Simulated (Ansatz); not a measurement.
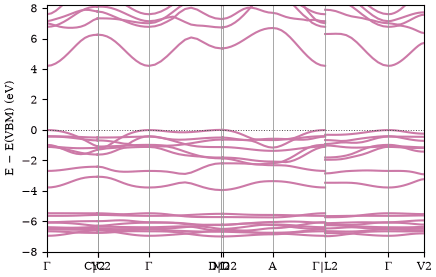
Fig. 1. Band structure from DFT-r²SCAN+D4 in the program Ansatz with PAW potentials

### Question
Read off the gap and where the band edges lie.

### Answer
About 4.2 eV (4.20 eV by a search for the band edges); maximum at M2, minimum at Γ.

The material is CdH₆N₂Cl₂ in space group C2/m (No. 12; Pearson symbol mS22).

The workflow started from a Materials Project entry (that database holds measured and hypothetical structures alike); the Crystallography Open Database copy checked does not list it. Its standing as an ambient phase is unchecked. The cell was relaxed with r²SCAN+D4 under the symmetry of its start; its stability against distortions is not shown here. Point labels and valley counts follow the cell and symmetry of the run, lower than the named group. Scalar-relativistic: spin–orbit coupling is off unless named, which matters more the heavier the elements.

Potentials: the later of the program's two PAW sets.
